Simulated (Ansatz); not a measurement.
# CH7NSn (SMILES C[NH][SnH3]): B2PLYP/def2-SVP (core potential)

Aim: the electronic atomisation energy of CH7NSn at B2PLYP/def2-SVP (core potential), from 5 runs. 

The results are computed with Ansatz 0.2.0.

74 further runs of the same task are left out: 74 set aside as unsound or not needed.

### Step 1. The molecule

The species is CH7NSn (10 atoms), meant as a singlet with charge 0. SMILES: `C[NH][SnH3]`. The coordinates come from a PBE0-D4/def2-TZVP relaxation.

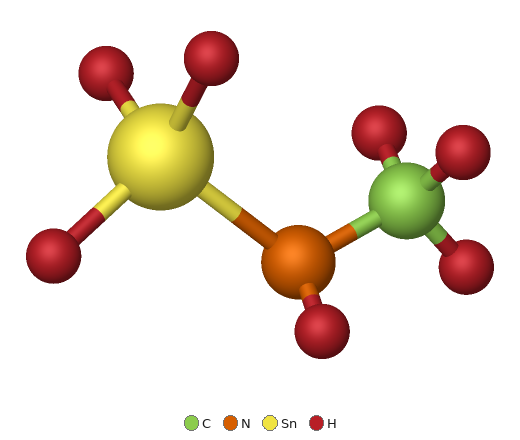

Viewed from a chosen angle; carbon green, nitrogen orange, tin yellow, hydrogen red.

### Step 2. A single-point energy at B2PLYP/def2-SVP (core potential)

The input, input.yaml:

```yaml
crystal:
  periodic: [false, false, false]
  atoms:
    - {symbol: C, position_ang: [-0.898400, 0.758000, -0.879200]}
    - {symbol: "N", position_ang: [-0.343000, -0.532900, -0.516500]}
    - {symbol: Sn, position_ang: [0.897300, -0.629400, 1.085100]}
    - {symbol: H, position_ang: [-1.664200, 0.637600, -1.652700]}
    - {symbol: H, position_ang: [-1.396800, 1.201100, -0.011700]}
    - {symbol: H, position_ang: [-0.168200, 1.494600, -1.247500]}
    - {symbol: H, position_ang: [0.037300, -1.004000, -1.326200]}
    - {symbol: H, position_ang: [1.451700, -2.239000, 1.169900]}
    - {symbol: H, position_ang: [-0.052600, -0.195500, 2.433700]}
    - {symbol: H, position_ang: [2.220200, 0.458400, 0.948000]}
basis:
  gaussian: {orbitals: def2-SVP}
hamiltonian: {xc: {name: B2PLYP}}
correlation: {frozen_orbitals: {C: 1, H: 0, "N": 1, Sn: 4}}
accuracy: high
output: {orbitals: {seedname: orbitals}}
```

Started as:

```
$ ansatz run input.yaml --threads 1 --pin off --max-ram 3480MiB --events-out events.jsonl --progress --plain --runs-dir runs
```

The program printed:

```text
Warning: RAYON_NUM_THREADS=1 ignored (pool sized by the plan → 1); use --threads N
Functional definition: B2PLYP
  name "B2PLYP"
  parameter a = 0.53
  parameter c = 0.27
  exchange = (1 - a)*b88_x + a*exact_x
  correlation = (1 - c)*lyp_c + c*(mp2_os + mp2_ss)
2266 factors; integrals over basis functions are off by at most 3.0e-9 eV
mean field evaluation 1: about -8450.5489 eV, gradient 4.2e1 eV
mean field evaluation 2: about -8450.9122 eV, gradient 4.2e1 eV
mean field evaluation 4: about -8454.8001 eV, gradient 4.2e0 eV
mean field evaluation 8: about -8454.8486 eV, gradient 1.9e-1 eV
mean field evaluation 16: about -8454.8487 eV, gradient 1.3e-4 eV
mean field -8454.84873243 eV, -310.7099600144 hartree, gradient 5.6e-8 eV, S^2 0.000000; 0 other end points of the search recorded, 0 dependent functions left out
6 core orbitals not correlated: weight in the atoms' cores, before any rotation towards them, 1.000 or more for the frozen orbitals, at most 0.000 for the correlated occupied ones
reference -8454.84876133 eV, -310.7099610766 hartree; 15, 15 occupied and 68, 68 virtual orbitals, 2266 factors
second order -14.76587769 eV of doubles, -0.00000000 eV of singles
Total energy: -8458.83554831 eV, -310.8564727956 hartree
```

Run time: 11 s. Hardware: 1 thread of Arm Neoverse V2, shared host; peak memory 0.32 GiB.

### Step 3. The C atom, same level

The input, run.yaml:

```yaml
crystal:
  periodic: [false, false, false]
  atoms:
    - {symbol: C, position_ang: [0.000000, 0.000000, 0.000000]}
basis:
  gaussian:
    orbitals: def2-SVP
magnetization:
  spin_polarized: true
  initial_magnetization: 2
hamiltonian:
  xc: {name: B2PLYP}
correlation:
  frozen_orbitals: {C: 1}
accuracy: high
```

Run the same way, it converges to -37.77593 Eh (log not shown).

### Step 4. The H atom, same level

The input, molecule.yaml:

```yaml
crystal:
  periodic: [false, false, false]
  atoms:
    - {symbol: H, position_ang: [0.000000, 0.000000, 0.000000]}
basis:
  gaussian: {orbitals: def2-SVP}
accuracy: high
hamiltonian: {xc: {name: B2PLYP}}
correlation: {frozen_orbitals: {H: 0}}
magnetization: {spin_polarized: true, initial_magnetization: 1}
```

Run the same way, it converges to -0.49793 Eh (log not shown).

### Step 5. The N atom

The input, input.yaml:

```yaml
basis:
  gaussian: {orbitals: def2-SVP}
crystal:
  periodic: [false, false, false]
  atoms:
    - symbol: N
      position_ang: [0.000000, 0.000000, 0.000000]
magnetization: {spin_polarized: true, initial_magnetization: 3}
hamiltonian: {xc: {name: B2PLYP}}
correlation: {frozen_orbitals: {"N": 1}}
accuracy: high
```

Run the same way, it converges to -54.49543 Eh (log not shown).

### Step 6. The Sn atom

The input, job.yaml:

```yaml
crystal:
  periodic: [false, false, false]
  atoms:
    - {symbol: Sn, position_ang: [0.000000, 0.000000, 0.000000]}
basis:
  gaussian: {orbitals: def2-SVP}
total_charge: 0
magnetization: {spin_polarized: true, initial_magnetization: 2}
hamiltonian: {xc: {name: B2PLYP}}
correlation: {frozen_orbitals: {Sn: 4}}
accuracy: high
```

Run the same way, it converges to -213.97636 Eh (log not shown).

### Step 7. Summary of results

At B2PLYP/def2-SVP (core potential), 6 core orbitals frozen:

```
                                     quantity          value
                       molecule: total energy  -310.85647 Eh
  molecule: HOMO energy (SCF part's orbitals)       -7.59 eV
  molecule: LUMO energy (SCF part's orbitals)        1.42 eV
molecule: HOMO–LUMO gap (SCF part's orbitals)        9.01 eV
                         C atom: total energy   -37.77593 Eh
                                 C atom: ⟨S²⟩          2.004
                         H atom: total energy    -0.49793 Eh
                                 H atom: ⟨S²⟩          0.750
                         N atom: total energy   -54.49543 Eh
                                 N atom: ⟨S²⟩          3.754
                        Sn atom: total energy  -213.97636 Eh
                                Sn atom: ⟨S²⟩          2.004
                electronic atomisation energy      30.566 eV
```

**Reading.** Taking the molecule apart into free atoms costs 30.57 eV (705 kcal/mol), before zero-point energy and without spin-orbit coupling.
